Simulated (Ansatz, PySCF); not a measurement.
Breaking a bond: OH (anion, charge -1), singlet.

- RKS-M06-2X = restricted M06-2X/aug-cc-pVTZ (PySCF 2.14.0)
- RKS-PBE = restricted PBE/aug-cc-pVTZ run with Ansatz (an electronic-structure program)
- RMP2 = PySCF 2.14.0 with MP2 on RHF/aug-cc-pVTZ, 1 core orbital frozen
- RCCSD = CCSD on RHF/aug-cc-pVTZ, 1 core orbital frozen (PySCF 2.14.0)

Energies are in kJ/mol, each relative to the lowest point of its own curve near equilibrium.

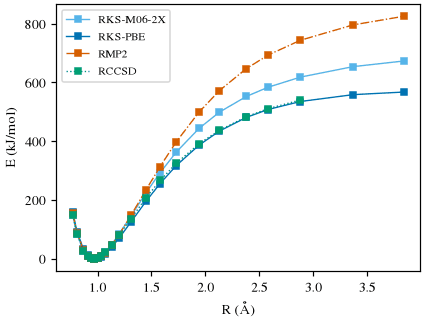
Figure: Energy against bond length for each method.

```tsv
R / Å	RKS-M06-2X	RKS-PBE	RMP2	RCCSD
0.77	147.5	158.8	154.1	148.8
0.81	82.9	92.1	88.0	84.0
0.87	25.9	31.7	28.9	26.6
0.91	7.4	10.9	9.1	7.9
0.94	1.1	2.9	1.9	1.4
0.97	0.0	0.0	0.0	0.0
1.00	3.1	1.3	2.4	2.8
1.03	9.6	6.0	8.3	8.9
1.07	22.3	16.3	20.4	21.0
1.13	47.8	38.2	45.6	45.3
1.20	83.4	69.6	81.9	79.0
1.31	145.1	124.8	147.0	136.3
1.45	224.3	195.4	234.3	207.2
1.58	292.7	255.8	313.5	266.2
1.73	362.8	316.9	397.7	324.7
1.94	443.2	386.2	498.6	390.8
2.13	499.0	434.5	572.4	437.3
2.38	552.4	481.1	647.4	483.3
2.58	583.6	507.8	693.0	510.7
2.88	618.2	535.1	743.8	540.3
3.37	654.0	558.5	796.2	—
3.84	673.2	567.4	825.5	—
```

At the longest distance, 3.84 Å, RMP2 lies highest above its minimum (825.5 kJ/mol) and RKS-PBE lowest (567.4 kJ/mol).

A dash means that the run gave no value there, or that the column was ended at a point which the program doubted or which failed a test of continuity chosen for this set; such a test can also cut sound points.

At the longest distance RKS-M06-2X leaves fractional charges on the fragments, a sign of delocalisation error or of the restricted form. The restricted form behind RKS-M06-2X, RKS-PBE, RMP2 keeps the bonding electrons paired and can't separate into open-shell fragments. Where the anion isn't bound against loss of the electron, the finite basis alone holds it. The T1 diagnostic of CCSD on the restricted reference of RMP2, RCCSD exceeds 0.045 at 1.58 to 3.84 Å.
